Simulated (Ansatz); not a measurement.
Molecule (SMILES): Cl (HCl).
Atoms: Cl1, H2. Bonds: Cl1-H2.

Basis-set convergence of the highest harmonic wavenumber at CCSD(T) with Ansatz (a program for electronic structure). Each level at its own minimum, finite differences of forces, unscaled; the reference is a large set that could be run, not a limit. Cartesian d functions, on some or all atoms, in 6-31G*; all else is spherical. Cores are frozen. No added dispersion term, no relativity. Reference: the value in aug-pcseg-3, 2994 cm⁻¹, itself unsure by roughly 3 cm⁻¹ (its mean distance from aug-cc-pV(Q+d)Z, def2-QZVPPD, pcseg-3). Deviations are taken from unrounded values. Cost is core time over that of aug-pcseg-1, rough, on shared machines of one kind; a dash marks a row that isn't timed (too short, read off another run, short of memory, by another algorithm or on other hardware).

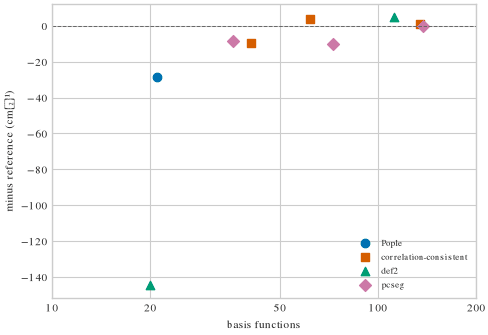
*Deviation from the reference against the number of basis functions, by family of sets.*

```tsv
basis	functions	highest harmonic wavenumber (cm⁻¹)	minus reference (cm⁻¹)	cost
def2-SV(P)	20	2849	-144	-
6-31G*	21	2965	-29	-
aug-pcseg-1	36	2985	-9	1×
aug-cc-pV(D+d)Z	41	2984	-9	0.9×
jun-cc-pV(T+d)Z	62	2998	4	3×
aug-pcseg-2	73	2984	-10	6×
def2-QZVPPD	112	2999	5	-
aug-cc-pV(Q+d)Z	135	2995	1	-
aug-pcseg-3	138	2994	0	-
```
